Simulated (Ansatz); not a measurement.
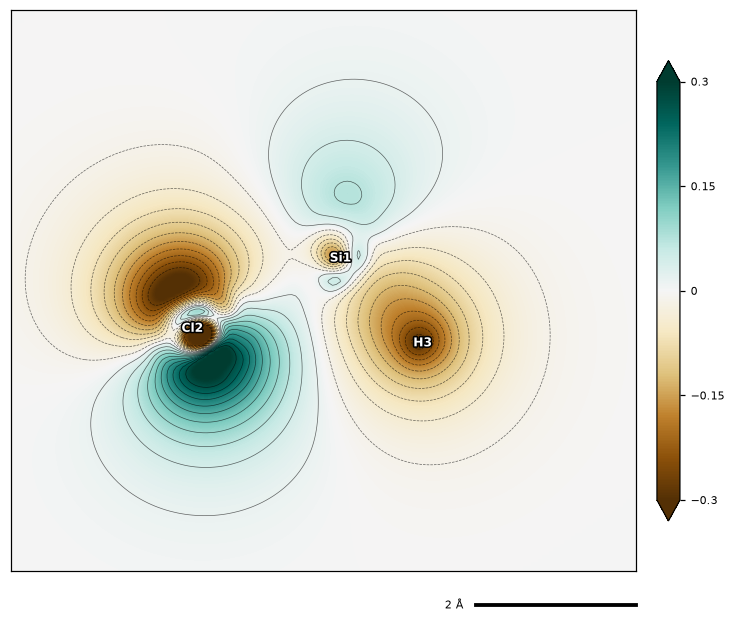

*ClH3Si. The HOMO on the plane of atoms Cl2, Si1 and H3 (values in Å⁻³ᐟ²; the overall sign is arbitrary).*

Geometry: PBE0-D4/def2-TZVP.

Theory: RKS PBE0-D4/def2-TZVPPD (Ansatz).

```xyz
5

Si   -0.2324   -0.0008    1.4183
Cl    1.7085   -0.2526    0.7963
H    -0.7181    1.3086    0.9258
H    -0.2608   -0.0385    2.8984
H    -1.0522   -1.0995    0.8581
```

What is the character of this orbital?

Answer. By Hirshfeld shares it lies mainly on Cl2 (about 65 %), Si1 (about 15 %) and H4 (about 15 %). It is one of a degenerate set, so its orientation is arbitrary. Its energy is −9.06 eV.
